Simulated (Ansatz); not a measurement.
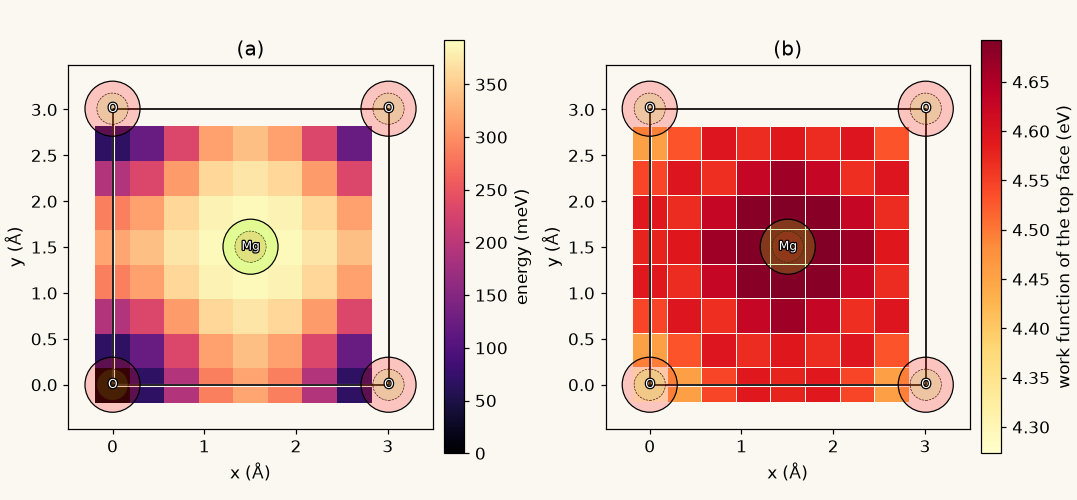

Si on a MgO(100) slab cut from the Fm-3m phase, its upper half relaxed before the scan (6 atoms of substrate and one adsorbate in a 1 × 1 cell). Si is moved over the surface cell; relaxed at each place: the height of the adsorbate's atoms; substrate rigid; the origin of the map has the adsorbate above O6. Places are given modulo a cell vector. The map is drawn in real space over the plane of the surface. The scan uses an 8 × 8 grid; 15 points were computed and 49 follow by symmetry. All energies are given in meV relative to the lowest grid point. With one adsorbate in each 1 × 1 cell, its nearest image is 3.0 Å away, so neighbouring adsorbates interact. Computed with Ansatz, DFT PBE, scalar-relativistic, plane waves, PAW. Settings: cutoff 420 eV, k-mesh 9×9×1, gaussian smearing 0.05 eV, spin-polarised.

Panel (a) is the energy; panel (b) is the computed work function of the top face, in eV.

Drawn: one coloured cell a grid point, labelled circles for the atoms of the top layer and small ones for the second layer, the outline of one cell of the plane.

**How does the work function of the top face vary over the map, and what is it at the lowest grid point?**

It runs from 4.27 eV at the top site over a surface O atom, (0/8, 0/8) of the cell vectors to 4.69 eV at the top site over a surface Mg atom, (4/8, 4/8) of the cell vectors. At the lowest grid point, the top site over a surface O atom, (0/8, 0/8) of the cell vectors, it is 4.27 eV.

PAW datasets: the set soft_1.
